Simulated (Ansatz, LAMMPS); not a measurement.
# Glassy 45P2O5-55ZnO (mol %) (85 atoms) under strain: runs compared

Aim: relax glassy 45P2O5-55ZnO (mol %) (85 atoms), then change its volume and shape to read moduli from the stress.

Computed with Ansatz 0.2.0: Kohn-Sham DFT, PBEsol, PAW (set soft_1), plane waves.

## (1) The cell as built

The cell holds 85 atoms: 18 P, 11 Zn and 56 O. Cell: a = 10.556 Å, b = 10.556 Å, c = 10.556 Å, α = 90.0°, β = 90.0°, γ = 90.0°. 85 atoms (18 P, 11 Zn, 56 O) placed at random at 3.06 g/cm³, melted at 4000 K for 10 ps at fixed volume with the Morse and Coulomb pair potential with partial charges (Pedone, Malavasi, Menziani, Cormack and Segre, J. Phys. Chem. B 110, 11780 (2006)). Quenched from 4000 K to 300 K at 500 K/ps and fixed volume, held 10 ps at zero pressure, then minimised at fixed cell.

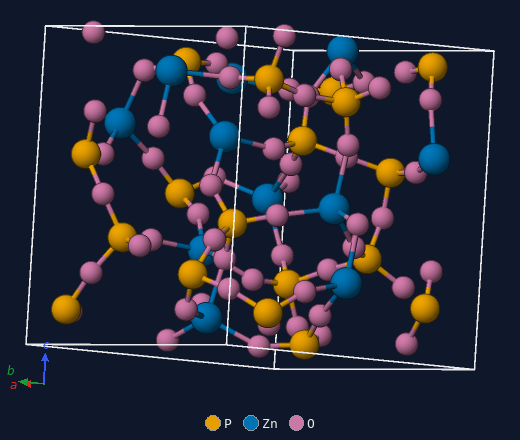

The cell as built. Bonds to atoms that aren't drawn are left out.

What the set-up can't give: The quench rate of 500 K/ps far exceeds what a furnace or splat quench reaches, so expect more defects and frozen-in strain than in a real sample. The network of bonds at the start is that of the classical potential that made the cell, and needn't be the one that DFT or experiment would give. Sampling is at Γ alone.

## (2) The reference run

The reference is a single point at the end of the relaxation.

Every strained cell starts from the geometry of this run, and its atoms are relaxed with the cell held.

Its input, with most atom lines left out:

```yaml
crystal:
  lattice:
    - [10.36324, -0.06096, 0.05652]
    - [-0.06096, 10.45285, -0.16324]
    - [0.05652, -0.16324, 9.70445]
  atoms:
    - { symbol: P, position: [0.72295, 0.03788, 0.88069] }
    - { symbol: P, position: [0.72148, 0.85746, 0.34582] }
    - { symbol: P, position: [0.20436, 0.10351, 0.94371] }
    - { symbol: P, position: [0.65959, 0.26079, 0.24144] }
    - { symbol: P, position: [0.40467, 0.14336, 0.34047] }
    - { symbol: P, position: [0.15477, 0.42407, 0.81365] }
    - { symbol: P, position: [0.21217, 0.71108, 0.83273] }
    [... atom lines 8 to 85 left out ...]
kpoints:
  mp_grid: { grid: [1, 1, 1] }
hamiltonian:
  xc: pbesol
  pseudopotentials: { kind: paw, azcp: { folder: soft_1 }, xc_functional: pbe }
scf:
  occupations: { method: fixed }
output:
  forces: true
  stress: true
  populations: true
  dos:
    method: { smearing: { sigma: 0.15 } }
    de: 0.1
    projected: { site_lists: { O: [O], P: [P], Zn: [Zn] } }
  eigenvalues: true
  write_density: true
  write_potential: true
  volumetric_format: npy
  elf: true
```

```
free energy per atom   : -951.0867 eV/atom
r.m.s. force component : 0.00487 eV/Å
pressure               : -0.009256 GPa
```

Filled and empty levels are parted by 3.39 eV (at Γ alone); a semilocal functional tends to put such gaps too low. In a disordered cell it changes from sample to sample, and tail or defect levels can set it.

## (3) The runs

Each row is one run, on 4 threads of Arm Neoverse V2, shared host. The free energy is the program's total, comparable only between runs with the same functional, potentials and atoms.

| run | atoms | outcome | ionic steps, all passes | free energy (eV) | time | host memory (GiB) |
| --- | --- | --- | --- | --- | --- | --- |
| Single point at the start | 85 | converged | - | -80833.670 | 13 s | 1.3 |
| Cell and atoms relaxed | 85 | converged | 44 | -80842.366 | 7 min | 1.4 |
| Single point at the relaxed geometry | 85 | converged | - | -80842.366 | 19 s | 1.4 |
| Volume -3 % | 85 | converged | 8 | -80842.186 | 89 s | 1.4 |
| Volume +3 % | 85 | converged | 8 | -80842.214 | 97 s | 1.4 |
| Volume -6 % | 85 | converged | 11 | -80841.618 | 2 min | 1.3 |
| Volume +6 % | 85 | converged | 15 | -80841.854 | 2.9 min | 1.5 |
| Volume -10 % | 85 | converged | 13 | -80840.167 | 2.3 min | 1.3 |
| Stretched by 1 % along x | 85 | converged | 5 | -80842.335 | 56 s | 1.4 |
| Compressed by 1 % along x | 85 | converged | 4 | -80842.330 | 42 s | 1.4 |
| Sheared by 2 % in xy | 85 | converged | 9 | -80842.344 | 1.7 min | 1.4 |

In some runs the program notes that the SCF threshold is loose for the stress.

## (4) Pressure against volume

Atoms are relaxed at each volume, in the scaled cell.

| volume change (%) | volume (Å³/atom) | energy change (meV/atom) | pressure (GPa) | largest move on relaxing (Å) | bonds | gap (eV) |
| --- | --- | --- | --- | --- | --- | --- |
| -10 | 11.127 | 25.87 | 7.22 | 0.46 | 125 | 3.72 |
| -6 | 11.622 | 8.80 | 3.98 | 0.26 | 125 | 3.62 |
| -3 | 11.993 | 2.12 | 1.86 | 0.12 | 124 | 3.52 |
| +0 | 12.363 | 0.00 | -0.01 | - | 124 | 3.39 |
| +3 | 12.734 | 1.78 | -1.54 | 0.11 | 124 | 3.27 |
| +6 | 13.105 | 6.02 | -2.30 | 0.42 | 120 | 3.19 |

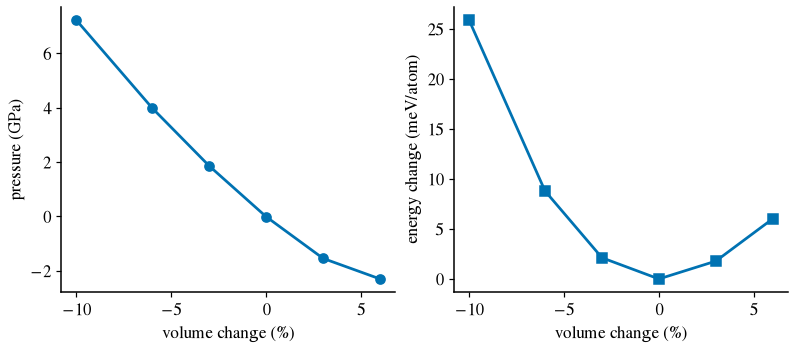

Pressure and energy against volume.

## (5) Uniaxial strain and shear

Stress (GPa, compression positive) less that of the relaxed cell, atoms relaxed:

| strain | xx | yy | zz | xy | energy change (meV/atom) |
| --- | --- | --- | --- | --- | --- |
| stretched by 1 % along x | -0.943 | -0.368 | -0.386 | 0.050 | 0.37 |
| compressed by 1 % along x | 1.203 | 0.496 | 0.500 | -0.043 | 0.42 |
| sheared by 2 % in xy | 0.196 | 0.046 | -0.021 | -0.367 | 0.26 |

## (6) Outcome

The bulk modulus, from the slope of pressure against ln V over the three points nearest the relaxed volume, is 56.7 GPa; a quadratic over all points gives a pressure derivative of about 6.2. The count of bonds runs from 120 to 125 over the series, so at some points contacts cross the cutoffs. The gap goes from 3.72 eV at the smallest volume to 3.19 eV at the largest, -3.4 eV per unit of ln V by a straight line, on the run's k-points. In the Cartesian axes of the cell, finite differences give C11 = 107, C12 = 43.2, C13 = 44.3 and C66 = 18.3 GPa (the shear of 2 % is the engineering strain, εxy = 0.01). The mean of C11, C12 and C13, which equals the bulk modulus in a cubic or isotropic solid, is 64.9 GPa: it lies 15 % over the bulk modulus from the volumes. For an isotropic solid C66 would equal (C11 − C12)/2 = 32.1 GPa; so small a sample needn't be isotropic, and C66 rests on one shear. The two differ too much for isotropic moduli to be formed.

Caveats: Strains are finite and relaxations stop at the force tolerance of the input, which can leave moduli too stiff; they are those of a static cell at zero temperature. Volumes are changed with the cell's shape held, so in an anisotropic solid the modulus lies over the one under free hydrostatic load. The program notes that the SCF threshold of the relaxations is loose for the stress.

The DFT runs together took 21 min of wall time.

[Logs are printed without paths, hosts, clocks, repeated set-up lines and the standing remarks that a program may print on its own settings, such as how far it seeks lower states.]

[Hosts, paths, dates, database ids (printed as entryN), source tags and the programs' standing remarks are cut or masked in the printed files.]
